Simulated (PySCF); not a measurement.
| atom | x (Å) | y (Å) | z (Å) |
| --- | --- | --- | --- |
| C | 3.0519 | -0.1307 | -0.1675 |
| O | 1.8288 | 0.5690 | -0.3351 |
| C | 0.7203 | -0.1135 | -0.0594 |
| O | 0.7009 | -1.2626 | 0.3148 |
| C | -0.4884 | 0.7050 | -0.2654 |
| N | -0.4251 | 1.9833 | -0.6851 |
| N | -1.5229 | 2.5574 | -0.8157 |
| S | -2.8260 | 1.5826 | -0.4309 |
| C | -1.7928 | 0.2696 | -0.0563 |
| C | -2.2594 | -1.0551 | 0.3995 |
| H | 3.0830 | -1.0056 | -0.8208 |
| H | 3.1621 | -0.4624 | 0.8675 |
| H | 3.8384 | 0.5717 | -0.4305 |
| H | -1.8209 | -1.2874 | 1.3696 |
| H | -1.9146 | -1.8256 | -0.2898 |
| H | -3.3431 | -1.0868 | 0.4707 |

Geometry: GFN2-xTB.

Computed with PBE0/pcSseg-1, SCF density, gas phase, non-relativistic (PySCF 2.14.0).

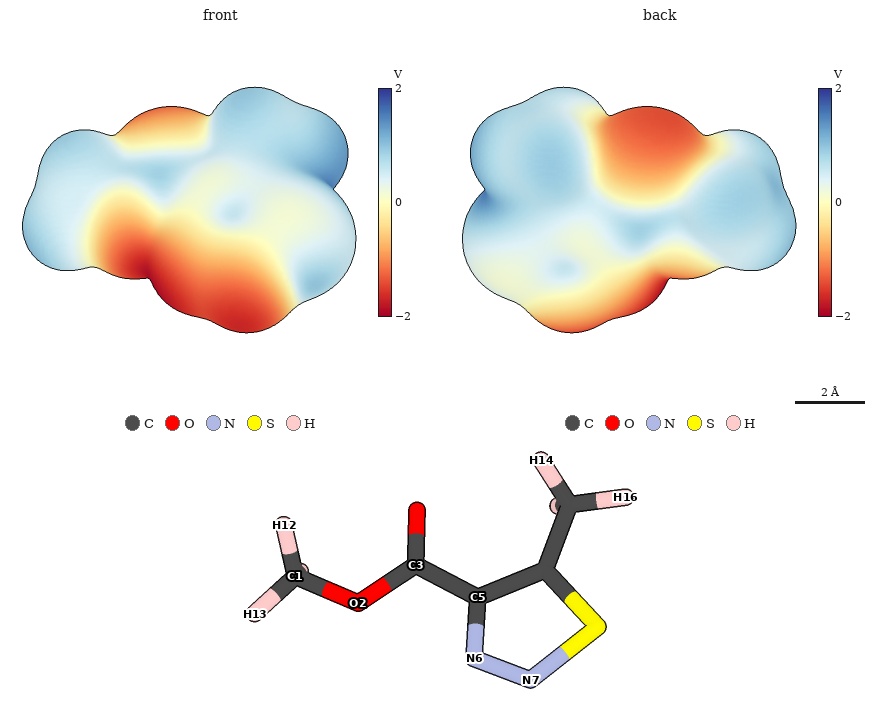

C$_{5}$H$_{6}$N$_{2}$O$_{2}$S. The electrostatic potential painted on the density surface at 0.002 e/bohr³, seen from the front and from behind; the colour scale runs from red (negative) to blue (positive). The bare structure is drawn below in the same view.

**Which sites attract a positive test charge, and which a negative one?**

A positive charge is drawn to the negative regions and a negative charge to the positive ones. The most negative region (about −1.9 V) lies over N6, the most positive (about +1.4 V) over S8 and H16. N6 is the likeliest acceptor of a hydrogen bond.
